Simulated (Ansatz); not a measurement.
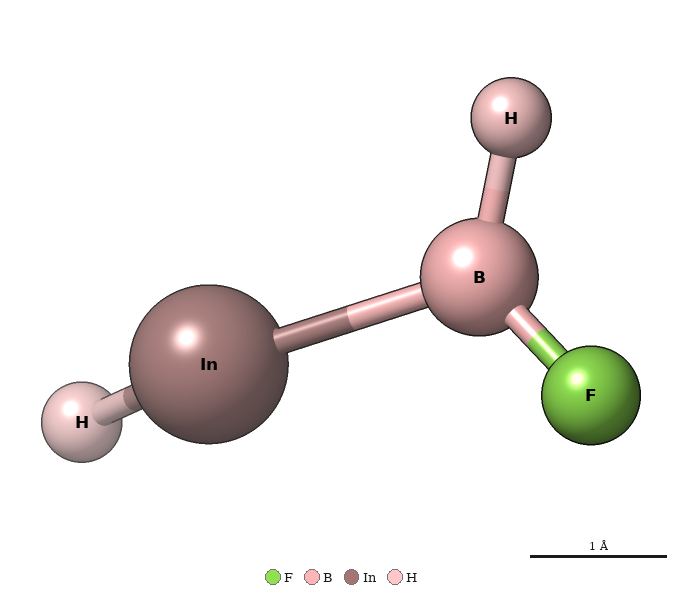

Depth is shown by fading: the farther an atom, the more it takes the colour of the background. State: neutral, doublet. The computed structure is the end point of a PBE0-D4/def2-TZVP optimisation. No frequency run is at hand to confirm it as a minimum. Masses are those of the most abundant isotopes; constants are for the rigid equilibrium geometry.

What kind of rotor is it, and what are its rotational constants in GHz?

Answer. An asymmetric top (C1): A = 51.5, B = 2.58, C = 2.48 GHz. Ray's parameter κ is −1.00, close to the prolate limit.
